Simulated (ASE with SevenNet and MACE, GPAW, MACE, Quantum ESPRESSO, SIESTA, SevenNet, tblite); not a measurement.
**Machine-learned potentials runs on random packing of Nb16Si84 (at. %) (73 atoms)**

How do the settings of machine-learned potentials change the result for random packing of Nb16Si84 (at. %) (73 atoms)? A plane-wave run serves as the yardstick.

Program: ASE with SevenNet and MACE. Level of theory: the method is named at each step. Results are calculated unless marked as measured.

### Step 1. Set-up

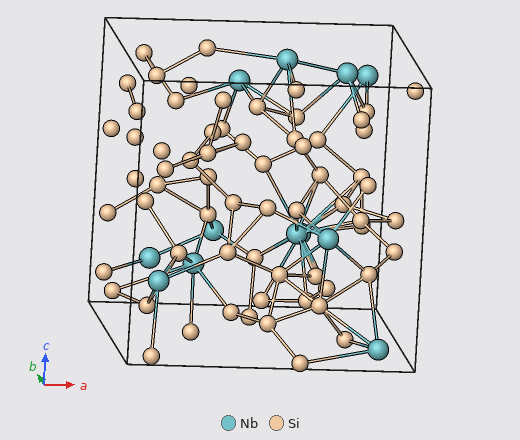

The cell as given, slightly off an axis (niobium teal, silicon light orange). Bonds to atoms that aren't drawn are left out. Some periodic images of atoms are drawn too.

The cell holds 73 atoms: 12 Nb and 61 Si. Its edges and angles: a = 11.283 Å, b = 11.283 Å, c = 11.283 Å, α = 90.0°, β = 90.0°, γ = 90.0°. 73 atoms (12 Nb, 61 Si) packed at random in a cube at 3.27 g/cm³ and pushed apart as soft spheres; a start for melting by ab initio MD, not an equilibrated structure. Then every atom was moved at random, 0.02 Å r.m.s. a Cartesian component.

The yardstick, on the same geometry:

| Property | Result |
| --- | --- |
| method | Kohn-Sham DFT, PBE, SSSP efficiency 1.3.0 pseudopotentials, plane waves (Quantum ESPRESSO 7.5); sssp-pbe-1.3.0-efficiency, cutoffs 45/360 Ry, Γ point |
| r.m.s. force component | 1.296 eV/Å |
| longest force | 6.988 eV/Å |
| pressure | -3.588 GPa |
| time | 3.3 min on 4 MPI ranks of AMD EPYC 9R14 (Zen 4), shared host |
| CPU time | 13 min |

### Step 2. SevenNet 0 potential

Method: machine-learned interatomic potential SevenNet 0, trained on PBE(+U) plane-wave data.

The input, run.py:

```python
import numpy as np
from ase.io import read
import mlip  # loads the published weights by name

atoms = read("structure.xyz")
atoms.calc = mlip.calc("7net-0")
energy = atoms.get_potential_energy()
forces = atoms.get_forces()
print(f"energy {energy:.6f} eV")
print("forces (eV/A)")
for i, (a, f) in enumerate(zip(atoms, forces)):
    print(f"{i:4d} {a.symbol:2s} {f[0]:10.5f} {f[1]:10.5f} {f[2]:10.5f}")
stress = -atoms.get_stress(voigt=False) * 160.21766
print("stress (GPa, compression positive)")
for row in stress:
    print(" ".join(f"{x:10.4f}" for x in row))
```

The input, structure.xyz:

```xyz
73
Lattice="11.28340 0.00000 0.00000 0.00000 11.28340 0.00000 0.00000 0.00000 11.28340" Properties=species:S:1:pos:R:3 pbc="T T T"
Nb 7.79243 1.39576 4.88853
Nb 7.36129 6.90849 3.87438
Nb 4.68949 11.06981 3.00962
Nb 7.98966 10.27297 3.15732
Nb 9.84589 0.35430 0.78363
Nb 10.30220 10.57886 9.42457
Nb 5.16610 9.67134 9.28804
Nb 1.28428 1.64884 2.98976
Nb 2.20737 10.68685 1.92754
Nb 3.30231 6.34703 2.70339
Nb 6.42285 5.77225 11.01587
Nb 8.91693 6.54742 10.37091
Si 0.19035 8.93374 1.70165
Si 8.45950 10.30411 6.87701
Si 4.51652 3.86626 1.34002
Si 8.04461 6.28057 6.36316
Si 8.83152 1.47993 9.63805
Si 5.54568 7.07808 8.83242
Si 9.67755 5.86895 4.68577
Si 1.44958 6.48807 10.08860
Si 2.52861 8.32895 8.70954
Si 4.46845 3.10598 8.26644
Si 4.34625 3.79551 5.70195
Si 7.28941 8.36213 8.18317
Si 6.81134 5.10766 8.01099
Si 2.87817 1.42351 8.16377
Si 0.06623 1.75942 9.66999
Si 0.24857 2.39389 6.86211
Si 3.80961 7.21709 5.95910
Si 1.10397 5.16678 5.37135
Si 1.07328 0.97962 0.14206
Si 6.48231 0.64417 8.70864
Si 1.21816 8.65234 10.50101
Si 8.88083 2.79670 0.61325
Si 6.35176 10.10271 5.90077
Si 0.18245 9.12500 7.36219
Si 4.79308 11.08752 7.04310
Si 6.16897 2.79693 3.11975
Si 9.36240 2.34571 6.84891
Si 6.38178 2.66898 10.50011
Si 7.84287 4.52385 2.72065
Si 8.72308 7.38374 1.62865
Si 3.99918 2.12410 4.10287
Si 10.52741 11.22777 3.30886
Si 2.53245 3.55359 7.39255
Si 4.10987 8.75298 4.13119
Si 7.60140 1.45330 2.22159
Si 1.06132 0.08214 7.77201
Si 2.43676 10.68188 6.18612
Si 3.24939 0.62172 10.45926
Si 9.33724 8.52168 4.73271
Si 5.90099 8.35931 0.19644
Si 9.62102 2.46339 3.29633
Si 5.65727 1.67333 1.40704
Si 9.97362 8.12100 8.51434
Si 6.76643 11.27753 0.23334
[... 13 atom lines left out ...]
Si 11.26501 4.14733 10.26022
Si 2.01420 8.35536 5.34325
Si 8.27288 9.46350 0.66617
Si 6.03030 8.68404 2.48799
```

Started as:

```
$ OMP_NUM_THREADS=1 python run.py > output.txt
```

Output:

```text
energy -411.133270 eV
forces (eV/A)
   0 Nb   -0.32661   -0.18951    0.66837
   1 Nb    0.69864   -0.16435    0.30454
   2 Nb    0.75750    0.23384    0.62720
   3 Nb    0.60447   -0.44369    0.61923
   4 Nb   -0.43575   -0.14119   -0.03026
   5 Nb    0.79921    0.00705   -0.30932
   6 Nb    0.13856    0.23068    0.24124
   7 Nb   -0.46929    0.17169   -0.68810
   8 Nb   -0.08008   -0.20727   -0.36622
   9 Nb    0.01256    0.01316   -0.32344
  10 Nb   -0.07815   -0.80183    0.23260
  11 Nb   -0.05588    0.60785    0.17213
  12 Si   -0.45907   -0.35820   -0.09293
  13 Si    0.80913    1.00212    0.83166
  14 Si   -0.12000    1.14166    0.01140
  15 Si    0.83018    1.83168    0.39245
  16 Si   -0.08964   -0.38772    0.13537
  17 Si   -1.58779   -0.93216    0.91652
  18 Si   -1.12452    1.38136    0.43272
  19 Si   -1.25288   -2.32033   -0.92342
  20 Si    1.78993    0.41791   -1.76309
  21 Si    3.62321    0.28343    0.99952
  22 Si    0.26950    1.69589    0.85229
  23 Si    1.76064    0.84776   -0.33583
[...]
65 Si    0.42152    0.21298    0.25852
  66 Si    0.25486    1.20372    0.25681
  67 Si    0.19219   -0.83708   -0.44855
  68 Si   -0.37030    0.02748    0.57735
  69 Si   -0.64910    0.75338    0.05657
  70 Si   -1.57878    1.40726    0.10264
  71 Si    1.02826    0.69539   -1.41719
  72 Si   -1.09192    0.16301    0.96219
stress (GPa, compression positive)
   -3.6514     0.0077    -0.4780
    0.0077    -4.3024     0.1804
   -0.4780     0.1804    -4.9257
```

Elapsed: 8.4 s, on 1 thread of AMD EPYC 9R14 (Zen 4), shared host; peak memory 0.74 GiB.

Banners, paths, timers and routine set-up lines are dropped from the logs unmarked, and long logs keep their key lines alone; longer cuts are marked.

Against the reference:

```yaml
r_m_s_force_component: 1.412 eV/Å
r_m_s_difference_of_force_components: 338.7 meV/Å
longest_difference_of_force_vectors: 1344 meV/Å
force_difference_over_r_m_s_force: 26.13 %
slope_of_forces_against_the_reference_s: 1.059
correlation_of_force_components: 0.9723
pressure: -4.293 GPa
pressure_difference: -0.7049 GPa
```

Length of the force difference by element (eV/Å):

| element | atoms | mean | most |
| --- | --- | --- | --- |
| Nb | 12 | 0.54 | 0.94 |
| Si | 61 | 0.53 | 1.3 |

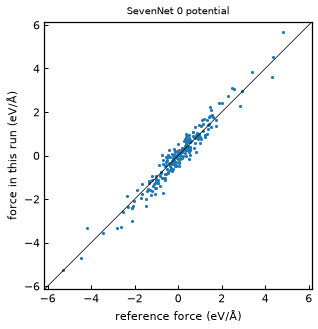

Force components against those of the reference; the line marks equality.

The surroundings of Si54, which bears the longest force, nearest first, numbered as they follow in the input and with coordinates relative to it.

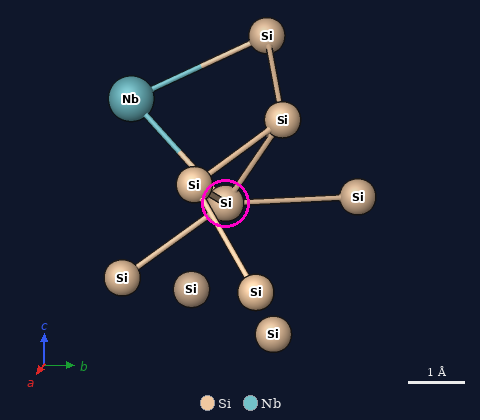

The atoms of the table, within 3.5 Å (arrows a, b, c point along x, y, z); some may hide others; the central atom is ringed.

| atom | x | y | z | distance (Å) | Fx | Fy | Fz (eV/Å) |
| --- | --- | --- | --- | --- | --- | --- | --- |
| Si54 | 0.00 | 0.00 | 0.00 | 0.00 | -5.27 | -1.22 | -4.73 |
| Si38 | 0.51 | 1.12 | 1.71 | 2.11 | -1.48 | 3.85 | 4.53 |
| Si47 | 1.94 | -0.22 | 0.81 | 2.12 | 5.70 | -3.32 | 0.59 |
| Si56 | 1.11 | -1.68 | -1.17 | 2.33 | -0.28 | -0.78 | -1.16 |
| Si15 | -1.14 | 2.19 | -0.07 | 2.47 | -0.12 | 1.14 | 0.01 |
| Si40 | 0.72 | 1.00 | -2.19 | 2.51 | -0.15 | 0.67 | -0.18 |
| Nb3 | -0.97 | -1.89 | 1.60 | 2.66 | 0.76 | 0.23 | 0.63 |
| Si43 | -1.66 | 0.45 | 2.70 | 3.20 | -1.14 | -1.03 | -1.41 |
| Si50 | -2.41 | -1.05 | -2.23 | 3.45 | 0.77 | -0.74 | 0.25 |
| Si34 | 3.22 | 1.12 | -0.79 | 3.50 | -0.03 | 0.81 | -0.48 |

Atoms are counted from 1 here, from 0 in the log.

Forces lie 26 % from the reference's, at 0.0082 times its CPU time (on 1 against 4 cores).

### Step 3. MACE MP-0b2 small potential

Method: machine-learned interatomic potential MACE MP-0b2 small, trained on PBE(+U) plane-wave data.

run.py: that of step 2 with these lines changed.

```diff
@@ -5,3 +5,3 @@
 atoms = read("structure.xyz")
-atoms.calc = mlip.calc("7net-0")
+atoms.calc = mlip.calc("mace-mp-0b2-small")
 energy = atoms.get_potential_energy()
```

structure.xyz is that of step 2.

Output:

```text
energy -411.680220 eV
forces (eV/A)
   0 Nb   -0.25892   -0.07089    0.92786
   1 Nb    0.59842   -0.48520    0.35814
   2 Nb    0.90845    0.56013    0.34933
   3 Nb    0.58041    0.01958    0.67834
   4 Nb   -0.34744    0.00293    0.07691
   5 Nb    0.69980   -0.31230   -0.19644
   6 Nb    0.10372    1.00474   -0.13127
   7 Nb   -0.61384    1.40290    0.10139
   8 Nb   -1.17291   -1.36119   -1.07391
   9 Nb   -0.62488   -0.37583   -0.50246
  10 Nb   -1.39132   -1.20018   -0.33903
  11 Nb    0.82177    1.10696   -0.61726
  12 Si    0.26113   -0.07117    0.16031
  13 Si    0.58517    0.54080    0.67080
  14 Si    0.15745    1.38958    0.30265
  15 Si    0.65366    1.72158    0.37600
  16 Si   -0.38024   -0.29119   -0.09654
  17 Si   -1.49221   -1.36465    0.75663
  18 Si   -0.94201    1.49317    0.73677
  19 Si   -1.31124   -2.42629   -1.09267
  20 Si    1.39197    0.72123   -1.27740
  21 Si    3.48140   -0.08018    0.93306
  22 Si    0.61962    1.24688    0.59385
  23 Si    1.74159    0.71660   -0.18674
[...]
65 Si    0.02601    0.11865    0.69008
  66 Si    0.16014    1.26472    0.28332
  67 Si    0.13812   -0.77405   -0.52872
  68 Si   -0.47290   -0.22598    0.52579
  69 Si   -0.38752    0.82175    0.02573
  70 Si   -1.55098    1.12735   -0.03137
  71 Si    0.65162    0.26134   -0.95564
  72 Si   -1.13339   -0.13853    0.44867
stress (GPa, compression positive)
   -4.2743    -0.1753    -0.2614
   -0.1753    -4.6168     0.7332
   -0.2614     0.7332    -5.3206
```

The job ended after 8.1 s (1 thread; peak memory 0.66 GiB).

Against the reference:

```
r.m.s. force component                  : 1.318 eV/Å
r.m.s. difference of force components   : 360.6 meV/Å
longest difference of force vectors     : 1516 meV/Å
force difference over r.m.s. force      : 27.83 %
slope of forces against the reference's : 0.9786
correlation of force components         : 0.9621
pressure                                : -4.737 GPa
pressure difference                     : -1.149 GPa
```

Against the first run (26 %), the force difference from the reference is 28 %, at 0.90 times the CPU time.

### Step 4. MACE MP-0b3 medium potential

Method: machine-learned interatomic potential MACE MP-0b3 medium, trained on PBE(+U) plane-wave data.

run.py: that of step 3 with these lines changed.

```diff
@@ -5,3 +5,3 @@
 atoms = read("structure.xyz")
-atoms.calc = mlip.calc("mace-mp-0b2-small")
+atoms.calc = mlip.calc("mace-mp-0b3-medium")
 energy = atoms.get_potential_energy()
```

structure.xyz is that of step 3.

Output:

```text
energy -412.752128 eV
forces (eV/A)
   0 Nb    0.14676   -0.38757    0.53627
   1 Nb    0.49953   -0.24543    0.02623
   2 Nb    0.57863    0.60154    0.18446
   3 Nb    0.78334   -0.09831    0.51851
   4 Nb   -0.46670    0.09192    0.27329
   5 Nb    0.60128   -0.20249   -0.31532
   6 Nb   -0.41287    0.53970   -0.15633
   7 Nb   -0.37176    0.30303   -0.80950
   8 Nb   -0.59483    0.00653   -1.28393
   9 Nb   -0.51879   -0.81817   -0.16905
  10 Nb   -0.86774   -0.54934   -0.27272
  11 Nb    0.29284    0.15123   -0.19854
  12 Si    0.12132    0.22829    0.07502
  13 Si    0.70385    0.64316    0.94411
  14 Si    0.03620    1.60255   -0.05918
  15 Si    0.37964    1.56169    0.30656
  16 Si   -0.42461   -0.48315   -0.15161
  17 Si   -1.01183   -1.26024    0.97132
  18 Si   -1.03518    1.29458    0.39863
  19 Si   -0.97477   -1.67376   -0.66848
  20 Si    1.38571    0.74267   -1.27856
  21 Si    3.50876    0.04632    0.74700
  22 Si    0.23731    1.18273    0.76881
  23 Si    1.65395    0.61566    0.03148
[...]
65 Si    0.00308    0.15238    0.50410
  66 Si    0.08116    1.36900   -0.00063
  67 Si    0.19728   -0.71669   -0.68544
  68 Si   -0.51546   -0.20148    0.14881
  69 Si   -0.70369    0.64000    0.09827
  70 Si   -1.07303    1.04840   -0.08763
  71 Si    0.90584    0.44146   -1.05413
  72 Si   -0.73604    0.42222    0.72317
stress (GPa, compression positive)
   -4.7591    -0.1578    -0.4710
   -0.1578    -5.7388     0.4570
   -0.4710     0.4570    -6.5349
```

Wall time 6.7 s (1 thread); peak memory 0.91 GiB.

Against the reference:

* r.m.s. force component: 1.239 eV/Å
* r.m.s. difference of force components: 337.2 meV/Å
* longest difference of force vectors: 1249 meV/Å
* force difference over r.m.s. force: 26.02 %
* slope of forces against the reference's: 0.9233
* correlation of force components: 0.9656
* pressure: -5.678 GPa
* pressure difference: -2.089 GPa

Against the first run (26 %), the force difference from the reference is 26 %, at 1.0 times the CPU time.

### Step 5. The ladder

Differences are against the plane-wave reference, forces as r.m.s. over components; share is that over the reference's r.m.s. force, slope the least-squares factor from reference forces to these. Total energies of different programs have different zeros and aren't compared.

| run | Δ force, r.m.s. (meV/Å) | share (%) | slope | Δ pressure (GPa) | cores | CPU time | memory (GiB) |
| --- | --- | --- | --- | --- | --- | --- | --- |
| reference | - | - | - | - | 4 | 13 min | 4.1 |
| SevenNet 0 potential | 339 | 26.1 | 1.059 | -0.705 | 1 | 6.4 s | 0.74 |
| MACE MP-0b2 small potential | 361 | 27.8 | 0.979 | -1.15 | 1 | 5.8 s | 0.66 |
| MACE MP-0b3 medium potential | 337 | 26.0 | 0.923 | -2.09 | 1 | 6.7 s | 0.91 |

Times of the machine-learned potentials are mostly Python's start and the loading of weights.

CPU time is summed over cores on a shared host, where runs went side by side, so it is rough. Symmetry, cutoffs, thresholds, outputs and thread counts weren't matched or tuned between programs; memory under MPI is the largest rank's times the ranks.

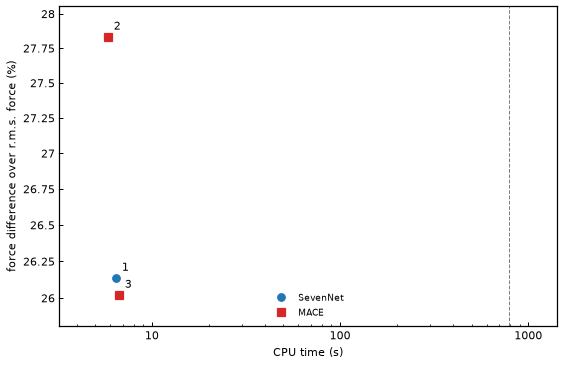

Force difference against CPU time; the dashed line marks the reference's time. Points: 1 SevenNet 0 potential; 2 MACE MP-0b2 small potential; 3 MACE MP-0b3 medium potential.

A second geometry, displaced anew (every atom was moved at random, 0.06 Å r.m.s. a Cartesian component), gives an energy difference that all programs can be tested on. The reference puts it at 12.22 meV/atom.

| run | energy less the first geometry's (meV/atom) | error (meV/atom) | force share at the second geometry (%) |
| --- | --- | --- | --- |
| SevenNet 0 potential | 20.42 | 8.19 | 26.3 |
| MACE MP-0b2 small potential | 14.97 | 2.75 | 27.1 |
| MACE MP-0b3 medium potential | 18.08 | 5.86 | 24.3 |

### Step 6. Outcome

```
nearest in forces : a tie at 26 % of 2 runs: SevenNet 0 potential; MACE MP-0b3 medium potential
```

What this shows: Machine-learned potentials differ by 26 % (MACE MP-0b3 medium potential) to 28 % (MACE MP-0b2 small potential); they were trained on other programs' data. The energy difference between the two geometries, 12.2 meV/atom in the reference, is met best by MACE MP-0b2 small potential (+2.75) and worst by SevenNet 0 potential (+8.19). The reference's pressure holds the uncorrected Pulay stress of its 45 Ry basis, so small pressure differences, and their order, may be the reference's own error. Machine-learned potentials mimic data converged in k, so the reference's own k-point error enters their differences. The reference's pressure of -3.6 GPa belongs to a cell and atoms that aren't relaxed at this level. The electronic-structure runs sample only Γ, in a cell whose shortest periodic width is 11 Å, which is coarse for a cell with partly filled levels.

[Also dropped from logs without a mark: logging warnings of Python, and SIESTA's first energy breakdown and zero terms.]

[Logs are printed without paths, hosts, clocks, repeated set-up lines and the standing remarks that a program may print on its own settings, such as how far it seeks lower states.]

[Hosts, paths, dates, database ids (printed as entryN), source tags and the programs' standing remarks are cut or masked in the printed files.]
